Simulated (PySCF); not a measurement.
Sn(SMe)4, SMILES C[S][Sn]([S]C)([S]C)[S]C at its GFN2-xTB optimised geometry (Å):

```
21

C      2.1429    -0.7707     1.7355
S      1.7415    -1.1266     0.0000
Sn    -0.7288    -1.1266     0.0000
S     -1.4467    -2.2470    -2.0816
C     -0.2306    -3.5841    -2.2633
S     -1.4562    -2.2416     2.0813
C     -3.1752    -1.6831     2.2620
S     -1.7415     1.1266     0.0000
C     -1.5772     1.6403    -1.7346
H      1.6527    -1.4892     2.3836
H      1.8497     0.2437     1.9834
H      3.2202    -0.8763     1.8102
H     -0.4234    -4.0193    -3.2384
H     -0.3785    -4.3272    -1.4873
H      0.7746    -3.1779    -2.2294
H     -3.2177    -0.5996     2.2336
H     -3.7903    -2.1192     1.4825
H     -3.4948    -2.0428     3.2346
H     -2.0336     0.9014    -2.3843
H     -0.5309     1.7850    -1.9810
H     -2.1113     2.5819    -1.8087
```

Calculation: PBE0/def2-SVP, def2 effective core potentials past Kr in PySCF. The core electrons that the potentials of Sn replace are not part of the density.

Map of the deformation density (molecule minus spherical neutral atoms) (e/bohr³) on the plane z = 1.0 Å:

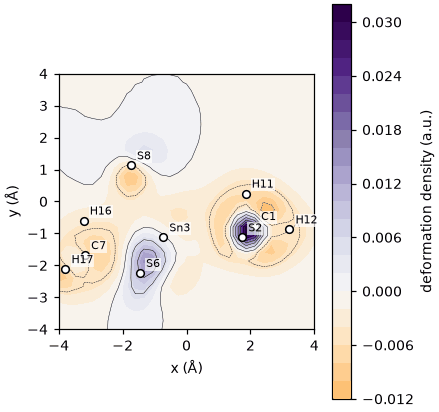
Fig. 1. Deformation density (molecule minus spherical neutral atoms) (e/bohr³) on the plane z = 1.0 Å.
